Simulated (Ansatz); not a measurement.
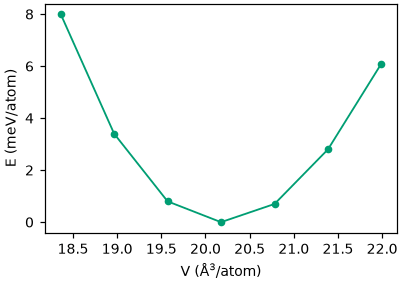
*Li (fcc (Cu type), space group No. 225) under volume change, plane-wave PAW PBEsol (Ansatz code), scaled uniformly.*

Question: What does a third-order Birch–Murnaghan fit give for V₀, B₀ and B′?

Answer: V₀ = 20.18 Å³/atom, B₀ = 13.6 GPa, B′ = 3.3.

Space group Fm-3m (fcc (Cu type)). The workflow started from a Materials Project entry (that database holds measured and hypothetical structures alike); the Crystallography Open Database files this formula in space group No. 225, but the cells were not matched. It is not the phase usual at ambient conditions (space group No. 229). The PBEsol relaxation kept the symmetry of its start; phonons on a q-mesh show no instability.

Potentials: the later of the program's two PAW sets.
